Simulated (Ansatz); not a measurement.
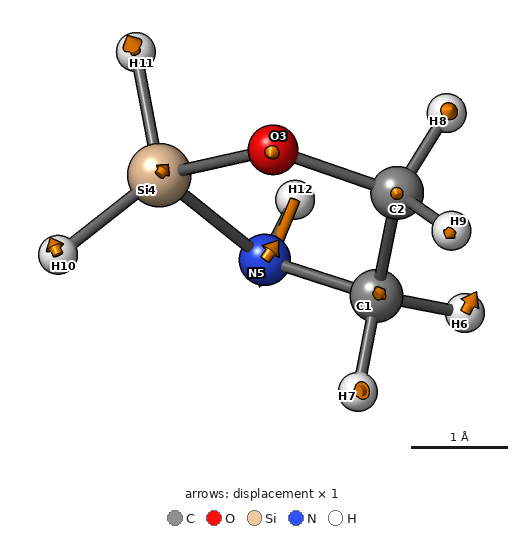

A relaxation of C$_{2}$H$_{7}$NOSi (coarse preliminary run). The starting structure is drawn; orange arrows show the displacements, at their true length. The two geometries are superimposed by the best rigid fit.

A ball-and-stick model, seen from a free direction.

The start comes from a force field.

Level of theory: RKS PBE-D4/def2-SVP (Ansatz 0.2.0). (force threshold 0.03 eV/Å; at most 200 steps)

> What happened in the run?

The atom that moves furthest after the best rigid fit is H12 (1.02 Å). By element the largest moves are H 1.02 Å, N 0.27 Å, Si 0.17 Å, C 0.15 Å, O 0.14 Å. Some distances before and after: Si4–H10 1.404 → 1.508 Å, C2–H8 1.053 → 1.116 Å, C1–C2 1.482 → 1.541 Å, C1–H6 1.156 → 1.113 Å. Among the angles between lasting bonds that change: Si4–N5–H12 107.9° → 126.5°, H10–Si4–H11 121.9° → 107.7°, N5–Si4–H11 103.3° → 112.5°. After 21 accepted moves (27 points after the start) the energy has fallen by 58.8 kJ/mol. Largest force component: 2.9 eV/Å at the start, 0.021 eV/Å at the end. The line search rejected the trial steps at points 7, 10, 13, 16, 17, 23 of the run. The forces were under the threshold at step 11, but the run went on from there. The run took of the order of 4 core-minutes on a shared host.
